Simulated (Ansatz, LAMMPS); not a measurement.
## Structural relaxation of glassy CaAl2Si6O16 (100 atoms)

How does glassy CaAl2Si6O16 (100 atoms) relax, and what do bonds, charges and levels look like afterwards?

Main program and level: Ansatz 0.2.0; Kohn-Sham DFT, r2SCAN, PAW (set soft_2), plane waves.

**What experiment says.** A Ca0.125Al0.25Si0.75O2 glass plate was measured by high-energy x-ray diffraction at 20 K and the Ca-O distance was fitted in the PDF (“Polyhedral units and network connectivity in calcium aluminosilicate glasses from high-energy x-ray diffraction”, 2000, arxiv:cond-mat/0007490): nearest Ca–O distance 2.32 Å; number of O about Ca 5.3.

### Step 1. Set-up

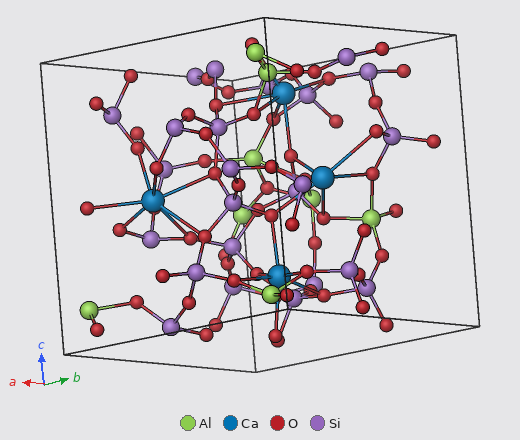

The cell as given, from a free direction (aluminium green, calcium blue, oxygen red, silicon purple). Some periodic images of atoms are drawn too.

The cell holds 100 atoms: 8 Al, 4 Ca, 64 O and 24 Si. Its edges and angles: a = 10.970 Å, b = 10.970 Å, c = 10.970 Å, α = 90.0°, β = 90.0°, γ = 90.0°. 100 atoms (8 Al, 4 Ca, 64 O, 24 Si) placed at random at 2.61 g/cm³, melted at 4500 K for 20 ps at fixed volume with the Morse and Coulomb pair potential with partial charges (Pedone, Malavasi, Menziani, Cormack and Segre, J. Phys. Chem. B 110, 11780 (2006)). Quenched from 4500 K to 300 K at 10 K/ps and fixed volume, held 5 ps.

What the set-up can't give: The quench rate of 10 K/ps is orders of magnitude faster than experiment, which tends to freeze in extra defects. The network of bonds at the start is that of the classical potential that made the cell. The Brillouin zone is sampled at Γ only, in a cell whose shortest periodic width is 11 Å.

### Step 2. How the cell was made

A classical potential makes the cell, at a small fraction of what the same run would cost in DFT.

This step: classical MD, Morse and Coulomb pair potential with partial charges (Pedone, Malavasi, Menziani, Cormack and Segre, J. Phys. Chem. B 110, 11780 (2006)) (LAMMPS 22 Jul 2025 - Update 4).

in.lmp

```
# melt-quench of Al8Ca4O64Si24
units metal
atom_style charge
boundary p p p
region box block 0 10.9699 0 10.9699 0 10.9699
create_box 4 box
mass 1 26.9815   # Al
mass 2 40.0780   # Ca
mass 3 15.9990   # O
mass 4 28.0850   # Si
create_atoms 1 random 8 602375 NULL overlap 1.5 maxtry 2000
create_atoms 2 random 4 602382 NULL overlap 1.5 maxtry 2000
create_atoms 3 random 64 602389 NULL overlap 1.5 maxtry 2000
create_atoms 4 random 24 602396 NULL overlap 1.5 maxtry 2000
pair_style hybrid/overlay pedone 5.5 coul/long 8.0
pair_coeff * * coul/long
pair_coeff 1 3 pedone 0.361581 1.900442 2.164818 0.9   # Al-O
pair_coeff 2 3 pedone 0.030211 2.241334 2.923245 5   # Ca-O
pair_coeff 3 3 pedone 0.042395 1.379316 3.618701 22   # O-O
pair_coeff 3 4 pedone 0.340554 2.006700 2.100000 1   # Si-O
set type 1 charge 1.8
set type 2 charge 1.2
set type 3 charge -1.2
set type 4 charge 2.4
kspace_style pppm 1.0e-4
neigh_modify delay 0 every 1 check yes
thermo_style custom step time temp pe press density
thermo_modify norm yes
timestep 0.002
thermo 100
min_style cg
minimize 1e-4 1e-4 200 2000
reset_timestep 0
velocity all create 4500 602376 mom yes dist gaussian
# [... 11 lines left out ...]
fix md all nvt temp 4500 300 0.2
run 210000 post no
unfix md
thermo 1250
fix md all nvt temp 300 300 0.2
run 2500 post no
unfix md
write_dump all custom glass.dump id type xs ys zs modify sort id
```

Launch:

```console
lmp -in in.lmp -log none -nocite
```

The log of the run:

```text
LAMMPS (22 Jul 2025 - Update 4)
Created orthogonal box = (0 0 0) to (10.9699 10.9699 10.9699)
Created 8 atoms
Created 4 atoms
Created 64 atoms
Created 24 atoms
PPPM initialization ...
  G vector (1/distance) = 0.38184986
  grid = 12 12 12
  estimated relative force accuracy = 6.3882119e-05
   Step          Time           Temp          PotEng         Press         Density
         0   0              0             -3.3357496      522742.9       2.6090303
        74   0.148          0             -15.888482      10082.165      2.6090303
Loop time of 0.0449299 s on 1 MPI rank(s) for 74 steps with 100 atoms
Minimization stats:
  Stopping criterion = energy tolerance
  Energy initial, next-to-last, final =
     -3.33574960388888  -15.8869634484149  -15.8884819865858
  Force two-norm initial, final = 297.35415 2.901378
  Iterations, force evaluations = 74 89
   Step          Time           Temp          PotEng         Press         Density
[... 7 lines left out ...]
      3332   6.664          4403.1453     -15.378665      61032.374      2.6090303
      4998   9.996          4408.8285     -15.29125       67916.794      2.6090303
      6664   13.328         4878.9293     -15.264863      16070.197      2.6090303
      8330   16.66          4331.8229     -15.371129      14146.946      2.6090303
      9996   19.992         4151.7535     -15.179856      7485.1893      2.6090303
[... 1 line left out ...]
Loop time of 4.19785 s on 1 MPI rank(s) for 10000 steps with 100 atoms
   Step          Time           Temp          PotEng         Press         Density
[... 12 lines left out ...]
Loop time of 85.1805 s on 1 MPI rank(s) for 210000 steps with 100 atoms
   Step          Time           Temp          PotEng         Press         Density
    221000   442            282.77242     -16.038059     -15000.297      2.6090303
    221250   442.5          376.0768      -16.037648     -22210.659      2.6090303
    222500   445            297.5913      -16.041475     -32286.119      2.6090303
    223500   447            299.9594      -16.035229     -21327.57       2.6090303
Loop time of 0.923805 s on 1 MPI rank(s) for 2500 steps with 100 atoms
```

Run time: 91 s. Hardware: 1 thread of Arm Neoverse V2, shared host; peak memory 0.071 GiB.

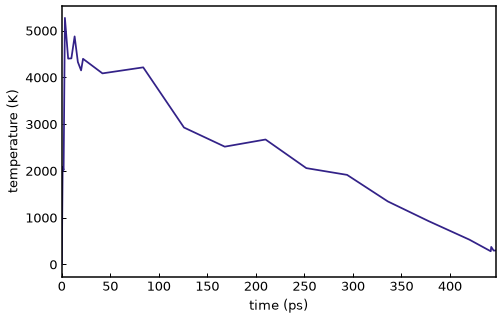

Temperature against time.

### Step 3. Single point at the start

The forces at the start show how far the geometry lies from a minimum of this functional.

input.yaml

```yaml
crystal:
  lattice:
    - [10.9699, 0.0, 0.0]
    - [0.0, 10.9699, 0.0]
    - [0.0, 0.0, 10.9699]
  atoms:
    - { symbol: Al, position: [0.17482, 0.70882, 0.40523] }
    - { symbol: Al, position: [0.05976, 0.35717, 0.53534] }
    - { symbol: Al, position: [0.25011, 0.27452, 0.67423] }
    - { symbol: Al, position: [0.88308, 0.85172, 0.91072] }
    - { symbol: Al, position: [0.62663, 0.68315, 0.88345] }
    - { symbol: Al, position: [0.09866, 0.07944, 0.52112] }
    - { symbol: Al, position: [0.87346, 0.02067, 0.15688] }
    - { symbol: Al, position: [0.77896, 0.74725, 0.10321] }
    - { symbol: Ca, position: [0.57067, 0.61455, 0.19918] }
    - { symbol: Ca, position: [0.40191, 0.55815, 0.84559] }
    - { symbol: Ca, position: [0.454, 0.744, 0.52396] }
    - { symbol: Ca, position: [0.78664, 0.2675, 0.49969] }
    - { symbol: O, position: [0.92904, 0.41391, 0.5796] }
    - { symbol: O, position: [0.77423, 0.63827, 0.49593] }
    - { symbol: O, position: [0.9644, 0.4322, 0.20472] }
    - { symbol: O, position: [0.22105, 0.7761, 0.02707] }
    - { symbol: O, position: [0.07591, 0.32817, 0.96861] }
    - { symbol: O, position: [0.15902, 0.11184, 0.93361] }
    - { symbol: O, position: [0.01813, 0.45751, 0.78772] }
    - { symbol: O, position: [0.60794, 0.59196, 0.7566] }
    - { symbol: O, position: [0.51996, 0.80063, 0.87412] }
    - { symbol: O, position: [0.36968, 0.16035, 0.67734] }
    - { symbol: O, position: [0.28574, 0.59142, 0.41908] }
    - { symbol: O, position: [0.64925, 0.80357, 0.17996] }
    - { symbol: O, position: [0.94116, 0.182, 0.83647] }
    - { symbol: O, position: [0.37153, 0.20442, 0.95184] }
    - { symbol: O, position: [0.75571, 0.45624, 0.34889] }
    - { symbol: O, position: [0.1327, 0.2271, 0.58917] }
    - { symbol: O, position: [0.13179, 0.22175, 0.21619] }
    - { symbol: O, position: [0.06768, 0.36268, 0.38262] }
    - { symbol: O, position: [0.36808, 0.92361, 0.66001] }
    - { symbol: O, position: [0.74134, 0.17676, 0.94439] }
    - { symbol: O, position: [0.56031, 0.22937, 0.39012] }
    - { symbol: O, position: [0.37419, 0.37979, 0.4752] }
    - { symbol: O, position: [0.3775, 0.42361, 0.02062] }
    - { symbol: O, position: [0.13764, 0.97965, 0.63011] }
    - { symbol: O, position: [0.22934, 0.77595, 0.54555] }
    - { symbol: O, position: [0.56188, 0.96382, 0.03865] }
    - { symbol: O, position: [0.75429, 0.36238, 0.13647] }
    - { symbol: O, position: [0.86166, 0.86376, 0.51801] }
    - { symbol: O, position: [0.72566, 0.06014, 0.43531] }
    - { symbol: O, position: [0.90421, 0.96976, 0.30098] }
    - { symbol: O, position: [0.80186, 0.60821, 0.17131] }
    - { symbol: O, position: [0.51131, 0.04039, 0.52756] }
    - { symbol: O, position: [0.35802, 0.97004, 0.93591] }
    - { symbol: O, position: [0.2121, 0.774, 0.26619] }
    - { symbol: O, position: [0.94104, 0.10456, 0.48916] }
    - { symbol: O, position: [0.53912, 0.01453, 0.78459] }
    - { symbol: O, position: [0.56507, 0.26909, 0.05261] }
    - { symbol: O, position: [0.41989, 0.83791, 0.17853] }
    - { symbol: O, position: [0.35257, 0.62184, 0.14521] }
    - { symbol: O, position: [0.78362, 0.45083, 0.76585] }
    - { symbol: O, position: [0.65351, 0.43804, 0.57441] }
    - { symbol: O, position: [0.17661, 0.05505, 0.38198] }
    - { symbol: O, position: [0.0149, 0.68652, 0.44595] }
    - { symbol: O, position: [0.17469, 0.57156, 0.90706] }
    - { symbol: O, position: [0.54214, 0.37381, 0.82438] }
    - { symbol: O, position: [0.1876, 0.44227, 0.58012] }
    - { symbol: O, position: [0.38741, 0.55551, 0.63146] }
    - { symbol: O, position: [0.85958, 0.88352, 0.07487] }
    - { symbol: O, position: [0.7571, 0.7374, 0.93813] }
    - { symbol: O, position: [0.43934, 0.40776, 0.24689] }
    - { symbol: O, position: [0.01966, 0.77379, 0.91116] }
    - { symbol: O, position: [0.55408, 0.99156, 0.29801] }
    - { symbol: O, position: [0.82717, 0.98012, 0.83175] }
    - { symbol: O, position: [0.92312, 0.63766, 0.66272] }
    - { symbol: O, position: [0.21154, 0.79906, 0.78781] }
    - { symbol: O, position: [0.5824, 0.58732, 0.99784] }
    - { symbol: O, position: [0.56906, 0.60067, 0.4095] }
    - { symbol: O, position: [0.95998, 0.12138, 0.06934] }
    - { symbol: O, position: [0.34135, 0.20118, 0.32112] }
    - { symbol: O, position: [0.20832, 0.44343, 0.19633] }
    - { symbol: O, position: [0.7461, 0.18455, 0.69454] }
    - { symbol: O, position: [0.23704, 0.3655, 0.79744] }
    - { symbol: O, position: [0.27609, 0.07203, 0.13437] }
    - { symbol: O, position: [0.7485, 0.12838, 0.17565] }
    - { symbol: Si, position: [0.89358, 0.70996, 0.53415] }
    - { symbol: Si, position: [0.30805, 0.50229, 0.52339] }
    [... 16 atom lines left out ...]
    - { symbol: Si, position: [0.68164, 0.5311, 0.45794] }
    - { symbol: Si, position: [0.82924, 0.46764, 0.21964] }
    - { symbol: Si, position: [0.15466, 0.73191, 0.90695] }
    - { symbol: Si, position: [0.54907, 0.90817, 0.1749] }
    - { symbol: Si, position: [0.86074, 0.99371, 0.43765] }
    - { symbol: Si, position: [0.4314, 0.3029, 0.35779] }
kpoints:
  mp_grid: { grid: [1, 1, 1] }
hamiltonian:
  xc: r2scan
scf:
  occupations: { method: fixed }
output:
  forces: true
  stress: true
  populations: true
  dos:
    method: { smearing: { sigma: 0.1 } }
    de: 0.1
    projected: { site_lists: { Al: [Al], Ca: [Ca], O: [O], Si: [Si] } }
  eigenvalues: true
```

Launch:

```console
ansatz run input.yaml --threads 4 --pin off --max-ram 8192MiB --backend cpu --events-out ev --progress --plain --runs-dir out
```

The log of the run:

```text
Engine: ansatz 0.2.0, aarch64-unknown-linux-gnu
Pseudopotentials: kind: paw
Pseudopotential: Al, paw, valence charge 3, recommended cutoff 500 eV (meta_gga), Al.paw.azcp
Pseudopotential: Ca, paw, valence charge 10, recommended cutoff 500 eV (meta_gga), Ca.paw.azcp
Pseudopotential: O, paw, valence charge 6, recommended cutoff 500 eV (meta_gga), O.paw.azcp
Pseudopotential: Si, paw, valence charge 4, recommended cutoff 500 eV (meta_gga), Si.paw.azcp
[... 6 lines on functional and potentials left out ...]
Crystal: 100 atoms, lattice volume = 1320.104 Å³
Basis set: ecut = 500 eV, 33401 PW (Γ), exchange–correlation on 324×324×324 points (64 copies of the dense FFT grid, shifted against one another)
Bands: 372, of which v1, the nominal top of the filled ones, is band 272 counted from 1 (271 counted from 0)
Symmetry: 1 space group operations
Space group: P1 (ITA 1), of the structure as read, at distance tolerance 1.1e-4 Å
k-points: 1
[... 13 lines on functional and potentials left out ...]
Initial density: superposition of atomic densities (neutral atoms: chi_scale 0, normalization atom), corrected by the library's trained network
Initial wavefunctions: pseudopotential atomic-orbital guess
Functional: x = r2scan, c = r2scan; τ floored in thin density (d = 2e-4 eV/Å³)
SCF iter   1: F=—  HF=-63458.628512 eV  |F-HF|=—  |Δ(HF+E_count)|=         —  Δρ=7.90e-3  dr2=9.36e-1  dr2_τ=7.88e0  ethr=1.77e-3  ⟨swp⟩=5.0  Hψ=1461  notcnv=0  defer=98
preconditioner: auto → Resta (q_TF=auto, 2.354 Å⁻¹)  ε∞=2.9  [insulator: Δε(μ)=3.860 eV  Ē_g=17.252 eV  n_scr=256 (ndim 8)  ℏωp=23.7 eV  f_vac=0.127  ε∞_Penn≈2.9]
SCF iter   2: F=—  HF=-63461.460701 eV  |F-HF|=—  |Δ(HF+E_count)|=    2.83e0  Δρ=4.85e-3  dr2=2.18e-1  dr2_τ=2.16e-2  ethr=1.72e-4  ⟨swp⟩=3.0  Hψ=702  notcnv=0  defer=98
SCF iter   3: F=—  HF=-63461.430365 eV  |F-HF|=—  |Δ(HF+E_count)|=   3.03e-2  Δρ=1.41e-3  dr2=2.63e-2  dr2_τ=3.71e-3  ethr=4.00e-5  ⟨swp⟩=4.0  Hψ=475  notcnv=0  defer=98
SCF iter   4: F=—  HF=-63461.426724 eV  |F-HF|=—  |Δ(HF+E_count)|=   3.64e-3  Δρ=6.33e-4  dr2=4.14e-3  dr2_τ=7.83e-4  ethr=4.84e-6  ⟨swp⟩=3.0  Hψ=490  notcnv=0  defer=98
SCF iter   5: F=—  HF=-63461.426093 eV  |F-HF|=—  |Δ(HF+E_count)|=   6.31e-4  Δρ=1.76e-4  dr2=3.78e-4  dr2_τ=3.32e-5  ethr=7.62e-7  ⟨swp⟩=3.0  Hψ=632  notcnv=0  defer=98
SCF iter   6: F=—  HF=-63461.426228 eV  |F-HF|=—  |Δ(HF+E_count)|=   1.35e-4  Δρ=9.27e-5  dr2=9.81e-5  dr2_τ=1.28e-5  ethr=6.95e-8  ⟨swp⟩=2.0  Hψ=552  notcnv=0  defer=98
SCF iter   7: F=—  HF=-63461.429560 eV  |F-HF|=—  |Δ(HF+E_count)|=   3.33e-3  Δρ=2.29e-5  dr2=6.63e-6  dr2_τ=7.14e-7  ethr=1.80e-8  ⟨swp⟩=2.0  Hψ=588  notcnv=0  defer=98
SCF iter   8: F=—  HF=-63461.429563 eV  |F-HF|=—  |Δ(HF+E_count)|=   2.97e-6  Δρ=1.11e-5  dr2=1.64e-6  dr2_τ=1.39e-7  ethr=1.22e-9  ⟨swp⟩=2.0  Hψ=552  notcnv=0  defer=98
SCF iter   9: F=—  HF=-63461.429563 eV  |F-HF|=—  |Δ(HF+E_count)|=   1.54e-7  Δρ=3.50e-6  dr2=1.69e-7  dr2_τ=1.58e-8  ethr=3.02e-10  ⟨swp⟩=2.0  Hψ=496  notcnv=0  defer=98
SCF iter  10: F=-63461.429563 eV  HF=-63461.429563 eV  |F-HF|=1.45e-8  |Δ(HF+E_count)|=   4.76e-8  Δρ=1.31e-6  dr2=2.45e-8  dr2_τ=2.64e-9  ethr=1.84e-11  ⟨swp⟩=22.0  Hψ=2896  notcnv=0
SCF 1 converged in 10 iterations: F = -63461.429563 eV  dr2 = 2.45e-8
  greatest PAW one-centre occupation: 0.995 electrons in one spin orbital (limit 2), on the Ca atom at site 8 (counted from 0), in its partial waves of l = 0
SCF converged after 10 iterations
Free energy (F): -63461.429563 eV
Harris-Foulkes:  -63461.429563 eV  (|F-HF|=1.45e-8)
Internal energy: -63461.429563 eV  (E = F + TS)
E sigma→0 (E₀):  -63461.429563 eV
Fermi energy:    3.971105 eV
--- Per-component energies (eV) ---
  E_band       = -2951.221026
  E_kinetic    = 13891.801981
  E_local      = -36882.427008  (includes V_loc(G=0)·N_el)
  E_nonlocal   = 3915.344948
  E_hartree    = 13718.208874
  E_xc         = -6834.597576
  E_vxc        = -9101.580047  (∫ρ·V_xc dr)
  E_paw        = -30013.213379  (= ΣΔE_a)
  E_vpaw       = -2782.091755  (= ΣTr[D̂ρ^β])
  E_aug_tail   = 0.068757  (compensation charges beyond the density's cutoff)
  E_vtau       = 571.246590  (kinetic-family band-sum trace: ∫τ·v_τ [+ j·A + Jᵃ·Aᵃ] dr)
  E_ewald      = -21251.374024
  E_core_change = -5.242136  (= ΣΔE_core)
  E_smearing   = -0.000000  (= −TS)
  E_closure    = -0.000000  (closes the sum)
  Σ components = -63461.429563   (vs F -63461.429563, Δ=0.00e0)
--- Forces (eV/Å), atoms counted from 1 ---
  atom   1  Al    -1.75205290    -0.06148291     1.86410882
  atom   2  Al     3.16504774     0.99628583    -1.55563656
  atom   3  Al     2.37186429    -0.07182361    -0.25374920
  atom   4  Al    -1.76419569     1.20714101     0.34724785
  atom   5  Al    -0.55494147    -0.89700542     1.29488212
  atom   6  Al    -0.00542214     1.28082253    -0.97074184
  atom   7  Al    -0.65048935     1.73792163    -0.79817005
  atom   8  Al    -0.18579096     0.76237306    -1.04024419
  atom   9  Ca    -0.13411822    -0.78957231    -0.66499670
  atom  10  Ca    -0.07841750     0.23939074    -0.46062798
  atom  11  Ca    -0.84300975    -1.16096374     0.53295014
  atom  12  Ca    -0.24751034    -0.50906193     1.20970619
  atom  13  O     -2.82756346     0.10010121     0.97120262
  atom  14  O     -0.71031710     0.02495738    -0.31546635
[...]
atom  99  Si     0.10449867    -1.94333716    -0.55662192
  atom 100  Si    -0.19753496     1.85027598     1.10444378
  max |Σ_I F_I| component: 2.38e-4 eV/Å
--- Stress (GPa, compression-positive) ---
        3.480928       1.034954       2.765805
        1.034938      -2.928703       2.425484
        2.765800       2.425480      -2.947019
  P = ⅓ Tr σ = -0.7983 GPa (-7.983 kbar)
--- Band table (eV) ---
  k-point 0: bands = ["-38.2897", "-37.3773", "-37.2913", "-36.4701", [... 356 levels ...], "13.9574", "14.0077", "14.0712", "14.1041", "14.1525", "14.1850", "14.2243", "14.2716", "14.3460", "14.3944", "14.4261", "14.4648"]
--- Löwdin populations: 100 sites ---
  site symbol       q [e]
     0     Al      1.5799
     1     Al      1.5914
     2     Al      1.5114
[...]
99     Si      2.1720
  spilling = 0.012656 (of n_electrons = 544.000000)
```

Wall time 75 s (4 threads of Arm Neoverse V2, shared host); peak memory 3.4 GiB; 3.6 min of CPU time.

The column dr2 measures how far the density is from self-consistency, as an energy; F and HF (Harris–Foulkes) agree once it is small.

Numbers from this run:

```yaml
free_energy: -63461.4296 eV
free_energy_per_atom: -634.6143 eV/atom
scf_cycles: 10
pressure: -0.7983 GPa
r_m_s_force_component: 1.26 eV/Å
longest_force: 4.601 eV/Å
fermi_energy: 3.971 eV
spacing_of_highest_filled_and_lowest_empty_level: 3.567 eV
spilling_of_the_projection: 0.01266
```

The r.m.s. force component of 1.3 eV/Å and the pressure of -0.80 GPa set the starting point.

Neighbours are counted within 2.12 Å (O-Si), 2.19 Å (O-Al), 3.22 Å (O-Ca).

Length of the force by element and coordination:

| element | coordination | atoms | mean length of the force (eV/Å) | spread | least | most |
| --- | --- | --- | --- | --- | --- | --- |
| Al | all | 8 | 2.17 | 0.687 | 1.30 | 3.66 |
| Al | 3 | 1 | 2.39 | 0 | 2.39 | 2.39 |
| Al | 4 | 7 | 2.14 | 0.729 | 1.30 | 3.66 |
| Ca | all | 4 | 1.11 | 0.379 | 0.525 | 1.53 |
| Ca | 5 | 1 | 1.53 | 0 | 1.53 | 1.53 |
| Ca | 7 | 1 | 1.34 | 0 | 1.34 | 1.34 |
| Ca | 8 | 2 | 0.783 | 0.258 | 0.525 | 1.04 |
| O | all | 64 | 1.65 | 0.933 | 0.281 | 4.17 |
| O | 2 | 38 | 1.52 | 0.821 | 0.281 | 3.70 |
| O | 3 | 25 | 1.85 | 1.07 | 0.555 | 4.17 |
| O | 4 | 1 | 1.56 | 0 | 1.56 | 1.56 |
| Si | all | 24 | 2.74 | 0.916 | 1.11 | 4.60 |

(Part 1 of 3 ends here.)

[Logs are printed without paths, hosts, clocks, repeated set-up lines and the standing remarks that a program may print on its own settings, such as how far it seeks lower states.]

[Hosts, paths, dates, database ids (printed as entryN), source tags and the programs' standing remarks are cut or masked in the printed files.]
